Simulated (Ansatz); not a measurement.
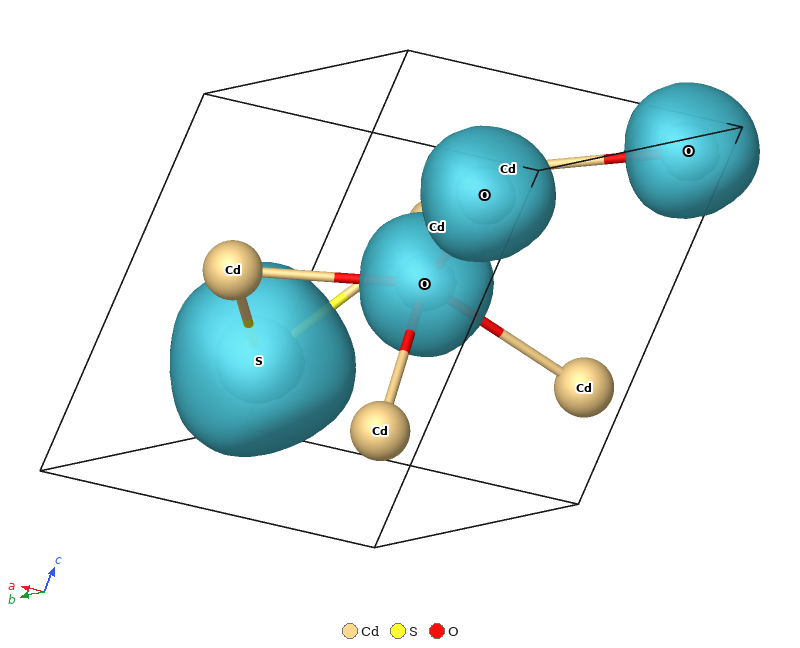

The picture shows: Cd$_{3}$SO$_{2}$. Isosurface of the ELF at 0.7 (cyan), seen at an oblique angle. Core shells and regions of very low density are left out. Sticks mark near contacts.

Space group Pm; a generated structure, not necessarily the stable one.

Level of theory: DFT PBE, scalar-relativistic, plane waves, PAW in Ansatz 0.2.0.

Core electrons are frozen (PAW), and the valence fields are smoothed inside the atomic spheres.

**Describe the localisation domains.**

The ELF exceeds this value in two regions wrapped around O (the valence shell of each) and one region wrapped around S (its valence shell), counted in one cell of 6 atoms. Regions shared between cells count once.

Values along the shortest contacts:
Cd–O (2.21 Å): the ELF peaks at about 0.85 in the valence shell of O, 0.6 Å from its nucleus, and drops to about 0.10 between the two atoms (no shared electron pair shows on this line). Cd–S (2.56 Å): the ELF peaks at about 0.90 in the valence shell of S, 0.8 Å from its nucleus, and is about 0.30 at the midpoint.
